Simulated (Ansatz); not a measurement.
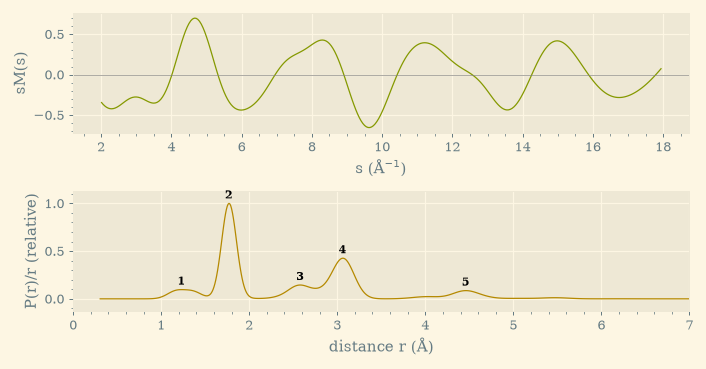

Simulated gas electron diffraction: reduced molecular intensity sM(s) from the Debye equation in the first Born approximation (top) and the radial distribution curve (bottom) of B₂H₄S₂. Each pair of atoms contributes with weight ZᵢZⱼ/r; damping constant 0.002 Å²; vibrational amplitudes assumed, not computed: 0.05 Å for bonds, 0.078 Å for bonds to H, 0.06 + 0.015 r up to 0.15 Å for other pairs. The geometry is the end point of an optimisation (Ansatz, RKS r2SCAN-D4/STO-3G); it may be a saddle point or a higher isomer.

Q: Which pairs of atoms lie under the numbered peaks? Mark bonded pairs by – and others by ···.

A: Peak 1, 1.23 Å: B–H 1.17 Å (×3), S–H 1.36 Å, not resolved
Peak 2, 1.77 Å: S–B 1.75–1.80 Å (×3), not resolved
Peak 3, 2.58 Å: S···H 2.52–2.60 Å (×4), not resolved
Peak 4, 3.06 Å: S···S 3.07 Å
Peak 5, 4.46 Å: S···B 4.45 Å, S···H 4.63 Å, not resolved
